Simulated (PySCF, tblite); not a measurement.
# C₅H₁₅NSSi: geometry, infrared bands and NMR shifts

Aim: predict the infrared bands and NMR shifts of C₅H₁₅NSSi (`CC(C)[C@H](C)N[SiH2]S`).

Computed with tblite 0.8.0 and PySCF 2.14.0, with density-fitted response routines of our own, on a single molecule in the gas phase. Atoms count from 0, in the outputs and in this text.

## Step 1: Starting geometry

23 atoms, charge 0, multiplicity 1; geometry from: force field or distance geometry start.

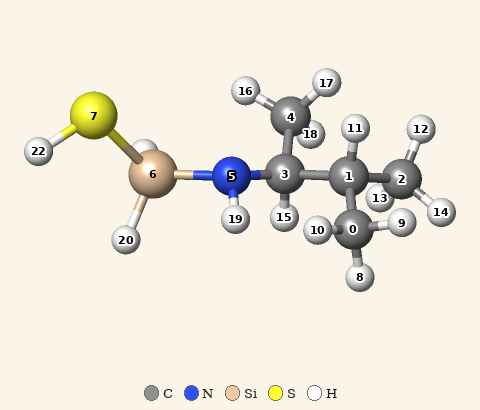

As it starts; carbon grey, nitrogen blue, silicon light orange, sulfur yellow, hydrogen white, atoms numbered.

## Step 2: Optimising the geometry with GFN2-xTB

The job: settings as JSON, then the geometry in Å.

```
{"job": {"kind": "relax", "xc": "GFN2-xTB", "basis": "xTB"}, "charge": 0, "multiplicity": 1}
C     -1.454800     1.448300    -0.977700
C     -1.345500     0.333800    -0.020100
C     -2.353800    -0.782700    -0.283300
C      0.016900    -0.337100     0.018700
C     -0.097300    -1.420400     1.057600
N      1.055600     0.585500     0.151300
Si     2.712300     0.055500     0.215300
S      3.774100     1.274000     1.660400
H     -1.496800     1.060800    -2.034400
H     -2.498400     1.889700    -0.832300
H     -0.776800     2.289500    -0.842900
H     -1.575100     0.705300     1.023000
H     -2.797400    -1.144000     0.683700
H     -1.824200    -1.645300    -0.762300
H     -3.160600    -0.387800    -0.969800
H      0.121900    -0.832500    -0.952700
H      0.811800    -1.647000     1.616400
H     -0.907500    -1.158800     1.758300
H     -0.422500    -2.346100     0.545000
H      0.982000     1.260200    -0.661400
H      3.336900     0.369300    -1.079800
H      2.972300    -1.335800     0.471800
H      4.922200     1.792400     1.044000
```

On the command line:

```sh
$ OMP_NUM_THREADS=1 python probes_run.py task.json out
```

One launch serves the whole session: the jobs run in the order shown.

**Question.** This job is followed by: GFN2-xTB harmonic vibrations, gas phase; GIAO PBE0/pcSseg-1 NMR shielding, non-relativistic, gas phase. What will the session give for the following? strongest single infrared mode (GFN2-xTB); zero-point energy (GFN2-xTB); 13C shifts against TMS (PBE0/pcSseg-1); 1H shifts against TMS (PBE0/pcSseg-1, means over atoms taken as alike); 15N shifts against NH3 (PBE0/pcSseg-1); 29Si shifts against TMS (PBE0/pcSseg-1); 33S shifts against CS2 (PBE0/pcSseg-1); surface potential, least and greatest.

As calculated:

| quantity | value |
| --- | --- |
| strongest single infrared mode (GFN2-xTB) | 741 cm⁻¹, 363 km/mol |
| zero-point energy (GFN2-xTB) | 119.6 kcal/mol |
| 13C shifts against TMS (PBE0/pcSseg-1) | 58.3, 43.3, 26.0, 23.2, 21.9 ppm |
| 1H shifts against TMS (PBE0/pcSseg-1, means over atoms taken as alike) | 5.66, 5.34, 1.93, 1.24, 1.23, 0.96, 0.96, -0.27, -0.41 ppm |
| 15N shifts against NH3 (PBE0/pcSseg-1) | 46.6 ppm |
| 29Si shifts against TMS (PBE0/pcSseg-1) | -32.3 ppm |
| 33S shifts against CS2 (PBE0/pcSseg-1) | -273 ppm |
| surface potential, least and greatest | -1.03 V and 1.39 V |

What this shows: Relaxing lowered the energy by 1.381 eV in 129 steps; the close pair that moved most is S7–H22, from 1.402 to 1.321 Å. All 63 modes are real, so the xTB geometry is a minimum. The strongest single mode, at 741 cm⁻¹, moves mainly H21 and H20. GFN2-xTB is a fitted tight-binding method: band positions and strengths are rough. Its intensities can rank the bands wrongly. C3 (sp3 CH bonded to N) lies farthest downfield among carbon, at 58.3 ppm; deshielded by the electronegative neighbour. At PBE0/pcSseg-1: The largest span, 311 ppm, is at S7, where the paramagnetic term is -280 ppm.
